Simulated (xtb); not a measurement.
Geometry relaxation of CH$_{4}$AlNTe (part 4 of 4)

CH$_{4}$AlNTe, SMILES [NH2][Al]1[CH2][Te]1; GFN2-xTB (xtb 6.7.1). 

Geometry of the input (Å):
```
N  -0.9913  1.7450  -0.3798
Al -0.2824  0.0621  -0.2140
C  0.9073  -1.1647  0.6432
Te -0.3267  -2.2399  -0.9527
H  -1.5653  2.0466  -1.0166
H  -0.6228  2.5393  0.0138
H  1.9514  -1.3443  0.2069
H  0.8648  -1.7106  1.5116
```

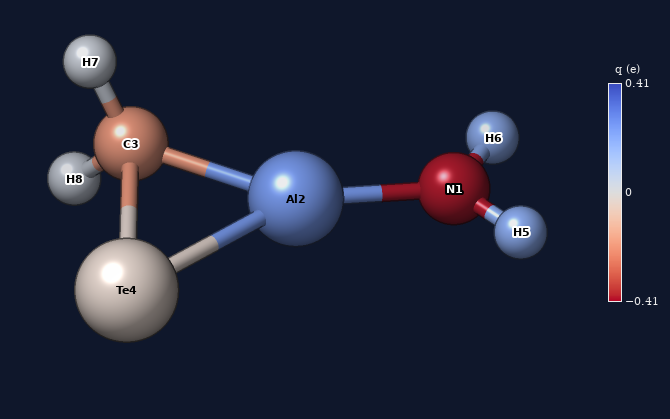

Mulliken charges, as the colour of each atom (ball-and-stick view, seen at a tilt; atoms are numbered from 1 in the order of the input). By element: N −0.39, Al +0.23, C −0.19, Te −0.03 and H +0.02 to +0.18 e.

Summary:

- outcome: converged
- electrons treated: 22
- total energy: −11.235349 hartree
- dispersion energy: −0.004433 hartree
- basis functions: 32
- HOMO: −9.06 eV
- LUMO: −6.61 eV
- zero-point energy: 0.048154 hartree
- dipole moment: 3.23 D
- wavenumbers, lowest and highest: 121 and 3395 cm⁻¹
- hardware: 1 thread of Intel Xeon @ 2.50GHz (Skylake/Cascade Lake), 189 GiB of memory available, shared host
- wall time: 0.56 s
- peak memory: 0.071 GiB

Remarks:

Settings chosen away from the usual ones: method = gfn2-xtb; task = optfreq; opt_level = normal; x = {}; partner = base.
